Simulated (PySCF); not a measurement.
Consider C7H5NSi.

The calculation's input:

```
{"job": {"kind": "uv", "xc": "CAM-B3LYP", "basis": "def2-SVPD", "nstates": 8, "ntriplets": 3}, "charge": 0, "multiplicity": 1}
C      3.412538    -0.870841    -0.514608
C      2.250300    -0.648720    -0.730739
Si     0.477286    -0.327631    -1.086652
C     -0.264929     1.129766    -0.045195
C     -1.246099     1.953480    -0.619954
N     -2.062177     2.591170    -1.118531
C     -0.691105    -0.296010     0.356700
C     -2.011850    -0.777520     0.858277
C     -1.023902    -0.838760     1.705742
H      4.428327    -1.061055    -0.317441
H      0.030385    -0.542324    -2.448418
H      0.379434     1.658309     0.650981
H     -3.037471    -0.908724     0.616683
H     -0.641416    -1.061612     2.670989
```

Command:

```sh
OMP_NUM_THREADS=1 python probes_run.py task.json out
```

Geometry: GFN2-xTB.

Computed with CAM-B3LYP/def2-SVPD, SCF density, gas phase (PySCF).

Q: What will maps of the electron density and electron localisation function show?

A: C–C (1.20 Å): ρ is about 2.8 e/Å³ halfway; the ELF peaks at about 0.90 between the atoms; a short, multiple covalent bond.
C–Si (1.84 Å): ρ is about 0.96 e/Å³ halfway; the ELF peaks at about 0.95 between the atoms, as expected for a shared electron pair.
C–H (1.05 Å): ρ at the midpoint is about 2.1 e/Å³; the ELF climbs to about 1 towards the hydrogen, as it does in any bond to H (an ordinary covalent bond to hydrogen).
C–Si (1.94 Å): ρ at the midpoint is about 0.77 e/Å³; the ELF peaks at about 0.85 between the atoms, as expected for a shared electron pair.

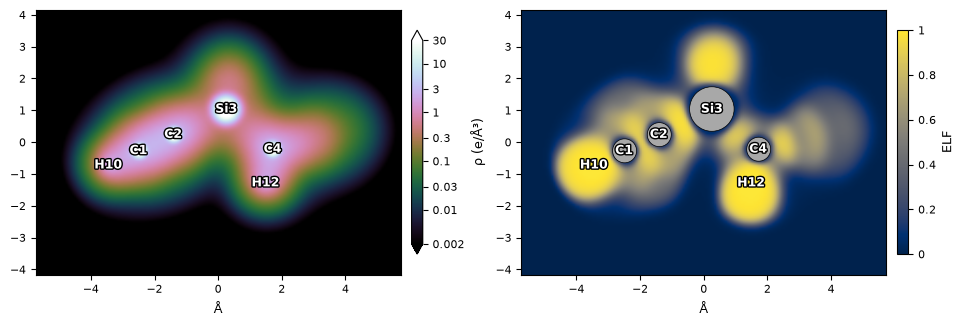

Computed electron density and electron localisation function on the plane of atoms Si3, C4 and H12, in this order. Grey discs cover the atomic cores in the ELF map. 
